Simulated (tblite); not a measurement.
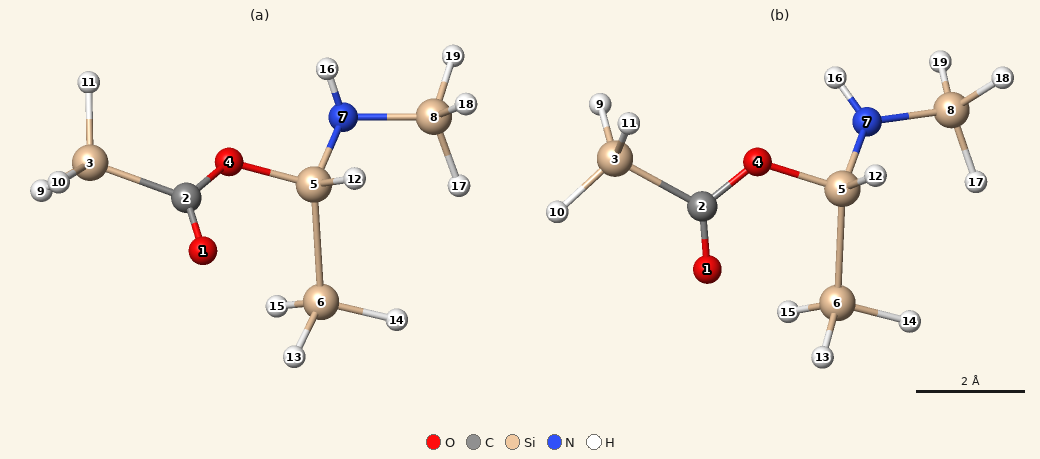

The structure of CH11NO2Si4 before (left) and after (right) a relaxation, at one scale.

Style: ball-and-stick. Shown at a tilt.

Level of theory: tblite 0.8.0, GFN2-xTB geometry optimisation, gas phase. 

What changed between the two?

The energy falls by 0.577 eV in 272 geometry steps. The atom that moves furthest after the best rigid fit is H9 (1.76 Å). By element the largest moves are H 1.76 Å, O 1.43 Å, Si 0.46 Å, C 0.44 Å, N 0.34 Å. Among the contacts that change: O1–Si6 3.627 → 2.663 Å, Si5–Si6 2.351 → 2.294 Å, N7–Si8 1.686 → 1.730 Å, C2–O4 1.357 → 1.314 Å. Bond angles that change, for instance: Si5–N7–Si8 111.9° → 126.3°, Si6–Si5–H12 111.2° → 120.7°, O4–Si5–H12 107.2° → 98.0°. Groups turn about O4–Si5 by about 55°. Cost: 2.4 s on 1 thread of Arm Neoverse V2 (shared host).
